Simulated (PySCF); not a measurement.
# C₃H₃F: electronic excitations at several levels of theory, part 1 of 2

Aim: compute the electronic excitations of C₃H₃F (`FC1C=C1`) at several levels, and see how far they spread and what each costs.

Programs: PySCF 2.14.0, with density-fitted response routines of our own. Each step states its level of theory. These are calculated values for one molecule in the gas phase, unless marked as measured. Atoms are numbered from 0 throughout.

## (1) The molecule as given

7 atoms, charge 0, multiplicity 1; geometry from: PBE0-D3(BJ)/def2-SVP.

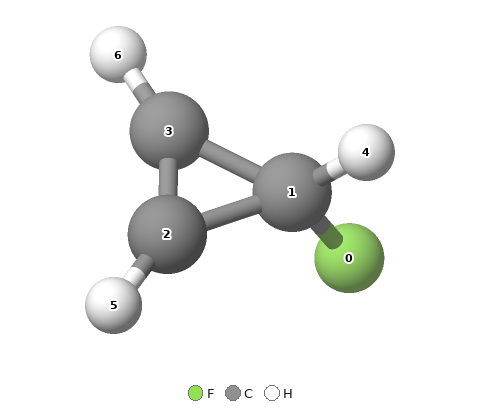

The starting geometry (fluorine green, carbon grey, hydrogen white), atoms numbered.

## (2) Excited states and response: wB97X-D/def2-SVPD

The job: settings as JSON, then the geometry in Å.

```
{"job": {"kind": "uv", "xc": "wB97X-D", "basis": "def2-SVPD", "ip": true}, "charge": 0, "multiplicity": 1}
F     -1.322955    -0.430021    -1.178800
C     -0.111625     0.009611    -0.703635
C      0.430089    -0.587111     0.522659
C     -0.052631     0.624393     0.626467
H      0.506613     0.328418    -1.554967
H      0.881632    -1.459317     0.990716
H     -0.298623     1.485421     1.244294
```

With the program's defaults for keys left out, this is: TDDFT wB97X-D/def2-SVPD, vertical, gas phase, core orbitals frozen in the response.

The run is started by

```
$ OMP_NUM_THREADS=1 python probes_run.py task.json out
```

One launch serves the whole session: the jobs run in the order shown.

Output:

```text
coarse grid: 6208 points
cycle   1  E = -215.5747144658  dE =  7.003e-01  |g| = 4.610e-01  |ddm| = 3.383e+00
cycle   2  E = -215.5758209245  dE = -1.106e-03  |g| = 5.227e-01  |ddm| = 7.639e-01
cycle   3  E = -215.6172012826  dE = -4.138e-02  |g| = 3.713e-02  |ddm| = 3.516e-01
cycle   4  E = -215.6174936018  dE = -2.923e-04  |g| = 1.419e-02  |ddm| = 7.310e-02
cycle   5  E = -215.6175454803  dE = -5.188e-05  |g| = 4.298e-03  |ddm| = 3.256e-02
cycle   6  E = -215.6175507512  dE = -5.271e-06  |g| = 7.501e-04  |ddm| = 1.113e-02
final grid: 61344 points
cycle   7  E = -215.6485034675  dE = -7.214e-05  |g| = 5.608e-03  |ddm| = 8.443e-02
cycle   8  E = -215.6485036591  dE = -1.916e-07  |g| = 6.290e-03  |ddm| = 1.715e-02
cycle   9  E = -215.6485097423  dE = -6.083e-06  |g| = 3.556e-04  |ddm| = 4.093e-03
cycle  10  E = -215.6485097848  dE = -4.244e-08  |g| = 2.381e-04  |ddm| = 1.349e-03
cycle  11  E = -215.6485097978  dE = -1.308e-08  |g| = 3.359e-05  |ddm| = 4.574e-04
cycle  12  E = -215.6485097983  dE = -5.116e-10  |g| = 9.974e-06  |ddm| = 1.249e-04
converged SCF energy = -215.6485097983

Static polarisability (au): isotropic 33.609, principal 27.838 36.258 36.732

Singlet excitations
state   eV       nm        f      main configurations
  1   6.3055    196.6   0.00072   H-1->L 0.86, H->L 0.12
  2   7.0741    175.3   0.04614   H->L 0.59, H-2->L 0.27, H-1->L 0.08
  3   7.8335    158.3   0.05993   H-2->L 0.63, H->L 0.23
  4   8.6871    142.7   0.04672   H->L+1 0.88, H-1->L+1 0.09
  5   8.8516    140.1   0.00013   H-1->L+1 0.67, H-1->L+3 0.21
  6   9.1381    135.7   0.05559   H->L+3 0.85
  7   9.1558    135.4   0.00919   H->L+2 0.83
  8   9.2292    134.3   0.07417   H-1->L+3 0.61, H-1->L+1 0.21
  9   9.3062    133.2   0.04761   H-1->L+2 0.89, H->L+2 0.08
 10   9.9106    125.1   0.00011   H-3->L 0.89, H-2->L 0.08

Triplet excitations (Tamm-Dancoff, eV): 4.8456 5.9013 7.0934 8.6543
Vertical ionisation energy (delta-SCF) = 10.9906 eV
```

Wall time 27 s (1 thread of Arm Neoverse V1, shared host); peak memory 0.46 GiB.

Frontier orbitals and where they lie:

```
orbital      eV                      atoms
 HOMO−3  -13.80  F0 45 %, C2 19 %, C3 19 %
 HOMO−2  -11.74  F0 39 %, C3 20 %, C2 20 %
 HOMO−1  -10.41  C1 27 %, F0 24 %, C3 21 %
   HOMO  -10.38  C2 33 %, C3 30 %, C1 16 %
   LUMO    1.47   C3 39 %, C2 39 %, H5 7 %
 LUMO+1    2.68  C2 31 %, C3 30 %, H5 13 %
 LUMO+2    3.05  H6 24 %, H5 24 %, C3 20 %
```

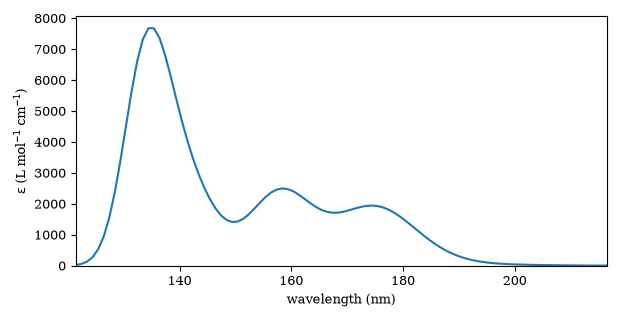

Absorption spectrum: each of the 10 states is a Gaussian band of 0.4 eV half-width at 1/e. Beyond the last state computed it falls off for lack of states.

Ground-state properties from the same run:

```
           property  computed
  dipole moment (D)      2.31
polarisability (Å³)      4.98
 HOMO–LUMO gap (eV)     11.85
      −ε(HOMO) (eV)     10.38
```

## (3) Ultraviolet spectrum: LC-wPBE/def2-SVPD

Same as in step 2 but for these lines:

```diff
@@ -1,2 +1,2 @@
-{"job": {"kind": "uv", "xc": "wB97X-D", "basis": "def2-SVPD", "ip": true}, "charge": 0, "multiplicity": 1}
+{"job": {"kind": "uv", "xc": "LC-wPBE", "basis": "def2-SVPD", "ip": true}, "charge": 0, "multiplicity": 1}
 F     -1.322955    -0.430021    -1.178800
```

With the program's defaults for keys left out, this is: TDDFT LC-wPBE/def2-SVPD, vertical, gas phase, core orbitals frozen in the response.

Output:

```text
coarse grid: 6208 points
cycle   1  E = -215.5000728220  dE =  7.660e-01  |g| = 4.852e-01  |ddm| = 3.405e+00
cycle   2  E = -215.5093727416  dE = -9.300e-03  |g| = 5.134e-01  |ddm| = 7.780e-01
cycle   3  E = -215.5492686643  dE = -3.990e-02  |g| = 3.978e-02  |ddm| = 3.552e-01
cycle   4  E = -215.5496603330  dE = -3.917e-04  |g| = 1.492e-02  |ddm| = 8.346e-02
cycle   5  E = -215.5497213324  dE = -6.100e-05  |g| = 4.888e-03  |ddm| = 3.357e-02
cycle   6  E = -215.5497282716  dE = -6.939e-06  |g| = 6.599e-04  |ddm| = 1.172e-02
final grid: 61344 points
cycle   7  E = -215.5891204317  dE = -1.228e-05  |g| = 8.791e-03  |ddm| = 3.547e-02
cycle   8  E = -215.5891170100  dE =  3.422e-06  |g| = 9.983e-03  |ddm| = 1.444e-02
cycle   9  E = -215.5891329729  dE = -1.596e-05  |g| = 2.447e-04  |ddm| = 5.940e-03
cycle  10  E = -215.5891329883  dE = -1.533e-08  |g| = 9.505e-05  |ddm| = 6.553e-04
cycle  11  E = -215.5891329909  dE = -2.659e-09  |g| = 9.970e-06  |ddm| = 2.873e-04
cycle  12  E = -215.5891329910  dE = -6.332e-11  |g| = 2.066e-06  |ddm| = 5.267e-05
converged SCF energy = -215.5891329910

Static polarisability (au): isotropic 32.772, principal 27.078 35.444 35.792

Singlet excitations
state   eV       nm        f      main configurations
  1   6.4008    193.7   0.00069   H->L 0.94
  2   7.1725    172.9   0.04442   H-1->L 0.62, H-2->L 0.26
  3   7.9233    156.5   0.06928   H-2->L 0.55, H-1->L 0.29, H-3->L 0.08
  4   9.1185    136.0   0.04398   H-1->L+1 0.89
  5   9.1675    135.2   0.00264   H->L+1 0.51, H->L+3 0.38
  6   9.5197    130.2   0.05346   H-1->L+3 0.84
  7   9.6214    128.9   0.02444   H-1->L+2 0.68, H->L+3 0.13, H->L+1 0.09
  8   9.6705    128.2   0.04673   H->L+3 0.37, H->L+1 0.30, H-1->L+2 0.22
  9   9.7219    127.5   0.04633   H->L+2 0.87
 10  10.3499    119.8   0.00006   H-3->L 0.78, H-2->L 0.15

Triplet excitations (Tamm-Dancoff, eV): 4.6023 5.9038 7.0028 8.9607
Vertical ionisation energy (delta-SCF) = 11.2330 eV
```

Run time: 42 s. Hardware: 1 thread of Arm Neoverse V1, shared host; peak memory 0.45 GiB.

This run: HOMO -11.26 eV, LUMO 1.98 eV; lowest singlet 6.40 eV.

## (4) TDDFT and polarisability: PBE0/6-31G*

Same as in step 3 but for these lines:

```diff
@@ -1,2 +1,2 @@
-{"job": {"kind": "uv", "xc": "LC-wPBE", "basis": "def2-SVPD", "ip": true}, "charge": 0, "multiplicity": 1}
+{"job": {"kind": "uv", "xc": "PBE0", "basis": "6-31G*"}, "charge": 0, "multiplicity": 1}
 F     -1.322955    -0.430021    -1.178800
```

Level: TDDFT PBE0/6-31G*, vertical, gas phase, core orbitals frozen in the response.

Output:

```text
coarse grid: 6208 points
cycle   1  E = -215.5961587250  dE =  6.396e-01  |g| = 4.982e-01  |ddm| = 2.515e+00
cycle   2  E = -215.5746345473  dE =  2.152e-02  |g| = 6.515e-01  |ddm| = 9.361e-01
cycle   3  E = -215.6414657081  dE = -6.683e-02  |g| = 6.107e-02  |ddm| = 5.553e-01
cycle   4  E = -215.6422655006  dE = -7.998e-04  |g| = 1.734e-02  |ddm| = 8.102e-02
cycle   5  E = -215.6423411741  dE = -7.567e-05  |g| = 2.239e-03  |ddm| = 2.213e-02
cycle   6  E = -215.6423422387  dE = -1.065e-06  |g| = 1.000e-03  |ddm| = 3.020e-03
final grid: 61344 points
cycle   7  E = -215.6224199359  dE = -1.322e-05  |g| = 6.238e-03  |ddm| = 1.256e-02
cycle   8  E = -215.6224151005  dE =  4.835e-06  |g| = 8.382e-03  |ddm| = 1.379e-02
cycle   9  E = -215.6224287900  dE = -1.369e-05  |g| = 7.421e-04  |ddm| = 7.433e-03
cycle  10  E = -215.6224289047  dE = -1.147e-07  |g| = 9.163e-05  |ddm| = 7.538e-04
cycle  11  E = -215.6224289060  dE = -1.244e-09  |g| = 3.953e-05  |ddm| = 9.346e-05
cycle  12  E = -215.6224289063  dE = -2.906e-10  |g| = 2.067e-05  |ddm| = 4.773e-05
converged SCF energy = -215.6224289063

Static polarisability (au): isotropic 27.173, principal 18.539 31.161 31.820

Singlet excitations
state   eV       nm        f      main configurations
  1   6.2868    197.2   0.00199   H->L 0.99
  2   7.1891    172.5   0.02041   H-2->L 0.49, H-1->L 0.46
  3   7.9526    155.9   0.06895   H-1->L 0.47, H-2->L 0.45
  4   9.5123    130.3   0.00003   H-3->L 0.94
  5  10.0350    123.6   0.00444   H-1->L+1 0.96
  6  10.2423    121.1   0.19139   H->L+1 0.82, H-1->L+2 0.08
  7  10.2931    120.5   0.01716   H-1->L+2 0.85, H->L+1 0.09
  8  10.4329    118.8   0.03576   H-4->L 0.56, H->L+2 0.41
  9  10.5781    117.2   0.09139   H->L+2 0.53, H-4->L 0.40
 10  10.7198    115.7   0.00616   H->L+3 0.94

Triplet excitations (Tamm-Dancoff, eV): 4.7147 5.7768 6.9598 9.2535
```

Wall time 3.2 s (1 thread of Arm Neoverse V1, shared host); peak memory 0.33 GiB.

This run: HOMO -8.02 eV, LUMO 0.17 eV; lowest singlet 6.29 eV.

## (5) Ultraviolet spectrum: PBE0/def2-SVP

Same as in step 4 but for these lines:

```diff
@@ -1,2 +1,2 @@
-{"job": {"kind": "uv", "xc": "PBE0", "basis": "6-31G*"}, "charge": 0, "multiplicity": 1}
+{"job": {"kind": "uv", "xc": "PBE0", "basis": "def2-SVP"}, "charge": 0, "multiplicity": 1}
 F     -1.322955    -0.430021    -1.178800
```

With the program's defaults for keys left out, this is: TDDFT PBE0/def2-SVP, vertical, gas phase, core orbitals frozen in the response.

Output:

```text
coarse grid: 6208 points
cycle   1  E = -215.3975791670  dE =  6.029e-01  |g| = 4.781e-01  |ddm| = 2.776e+00
cycle   2  E = -215.3747164769  dE =  2.286e-02  |g| = 6.347e-01  |ddm| = 9.920e-01
cycle   3  E = -215.4387440620  dE = -6.403e-02  |g| = 5.570e-02  |ddm| = 5.777e-01
cycle   4  E = -215.4393681222  dE = -6.241e-04  |g| = 1.856e-02  |ddm| = 6.501e-02
cycle   5  E = -215.4394562341  dE = -8.811e-05  |g| = 2.785e-03  |ddm| = 2.274e-02
cycle   6  E = -215.4394578827  dE = -1.649e-06  |g| = 1.204e-03  |ddm| = 3.955e-03
final grid: 61344 points
cycle   7  E = -215.4702352744  dE = -1.179e-05  |g| = 5.184e-03  |ddm| = 1.320e-02
cycle   8  E = -215.4702320314  dE =  3.243e-06  |g| = 6.870e-03  |ddm| = 1.076e-02
cycle   9  E = -215.4702415967  dE = -9.565e-06  |g| = 6.531e-04  |ddm| = 5.911e-03
cycle  10  E = -215.4702416833  dE = -8.656e-08  |g| = 8.538e-05  |ddm| = 6.632e-04
cycle  11  E = -215.4702416844  dE = -1.088e-09  |g| = 3.716e-05  |ddm| = 9.292e-05
cycle  12  E = -215.4702416846  dE = -2.765e-10  |g| = 1.766e-05  |ddm| = 4.765e-05
converged SCF energy = -215.4702416846

Static polarisability (au): isotropic 28.271, principal 20.379 31.740 32.693

Singlet excitations
state   eV       nm        f      main configurations
  1   6.1988    200.0   0.00168   H->L 0.99
  2   7.0802    175.1   0.02448   H-1->L 0.50, H-2->L 0.45
  3   7.8688    157.6   0.07202   H-2->L 0.49, H-1->L 0.42
  4   9.4314    131.5   0.00009   H-3->L 0.92
  5   9.5672    129.6   0.00295   H-1->L+1 0.98
  6   9.7185    127.6   0.18832   H->L+1 0.86
  7   9.8008    126.5   0.01168   H-1->L+2 0.82, H->L+3 0.08
  8   9.9195    125.0   0.09982   H->L+2 0.94
  9   9.9454    124.7   0.00588   H->L+3 0.84, H-1->L+2 0.11
 10  10.2197    121.3   0.11971   H-1->L+3 0.99

Triplet excitations (Tamm-Dancoff, eV): 4.6781 5.6996 6.8922 9.0640
```

Run time: 3.5 s. Hardware: 1 thread of Arm Neoverse V1, shared host; peak memory 0.35 GiB.

Key values: HOMO -8.27 eV, LUMO -0.18 eV; lowest singlet 6.20 eV.

## (6) Ultraviolet spectrum: PBE0/def2-TZVP

Same as in step 5 but for these lines:

```diff
@@ -1,2 +1,2 @@
-{"job": {"kind": "uv", "xc": "PBE0", "basis": "def2-SVP"}, "charge": 0, "multiplicity": 1}
+{"job": {"kind": "uv", "xc": "PBE0", "basis": "def2-TZVP"}, "charge": 0, "multiplicity": 1}
 F     -1.322955    -0.430021    -1.178800
```

With the program's defaults for keys left out, this is: TDDFT PBE0/def2-TZVP, vertical, gas phase, core orbitals frozen in the response.

Output:

```text
coarse grid: 6208 points
cycle   1  E = -215.6798641849  dE =  6.314e-01  |g| = 4.849e-01  |ddm| = 2.097e+00
cycle   2  E = -215.6523854317  dE =  2.748e-02  |g| = 6.815e-01  |ddm| = 9.950e-01
cycle   3  E = -215.7203948514  dE = -6.801e-02  |g| = 6.688e-02  |ddm| = 6.552e-01
cycle   4  E = -215.7211554901  dE = -7.606e-04  |g| = 2.562e-02  |ddm| = 6.026e-02
cycle   5  E = -215.7213060260  dE = -1.505e-04  |g| = 3.823e-03  |ddm| = 2.405e-02
cycle   6  E = -215.7213089249  dE = -2.899e-06  |g| = 1.531e-03  |ddm| = 4.438e-03
final grid: 61344 points
cycle   7  E = -215.7182837954  dE = -3.528e-05  |g| = 4.624e-03  |ddm| = 4.236e-02
cycle   8  E = -215.7182821685  dE =  1.627e-06  |g| = 5.563e-03  |ddm| = 6.893e-03
cycle   9  E = -215.7182885801  dE = -6.412e-06  |g| = 8.793e-04  |ddm| = 3.725e-03
cycle  10  E = -215.7182886841  dE = -1.040e-07  |g| = 2.337e-04  |ddm| = 9.481e-04
cycle  11  E = -215.7182886933  dE = -9.230e-09  |g| = 2.720e-05  |ddm| = 2.129e-04
cycle  12  E = -215.7182886933  dE = -2.319e-11  |g| = 2.438e-05  |ddm| = 3.902e-05
converged SCF energy = -215.7182886933

Static polarisability (au): isotropic 32.325, principal 25.425 35.528 36.021

Singlet excitations
state   eV       nm        f      main configurations
  1   6.1491    201.6   0.00084   H->L 0.98
  2   6.9542    178.3   0.03450   H-1->L 0.62, H-2->L 0.33
  3   7.7170    160.7   0.05476   H-2->L 0.61, H-1->L 0.30
  4   9.0881    136.4   0.02072   H-1->L+1 0.95
  5   9.1738    135.2   0.10622   H->L+1 0.73, H->L+3 0.12
  6   9.2559    134.0   0.01246   H-1->L+2 0.84
  7   9.3584    132.5   0.07277   H->L+2 0.94
  8   9.4785    130.8   0.03533   H-3->L 0.45, H->L+3 0.45
  9   9.5124    130.3   0.02924   H-3->L 0.46, H->L+3 0.42
 10   9.5448    129.9   0.09023   H-1->L+3 0.98

Triplet excitations (Tamm-Dancoff, eV): 4.6687 5.6586 6.8558 8.6570
```

Wall time 8.2 s (1 thread of Arm Neoverse V1, shared host); peak memory 0.54 GiB.

Key values: HOMO -8.38 eV, LUMO -0.36 eV; lowest singlet 6.15 eV.

(Continued in part 2 of 2.)
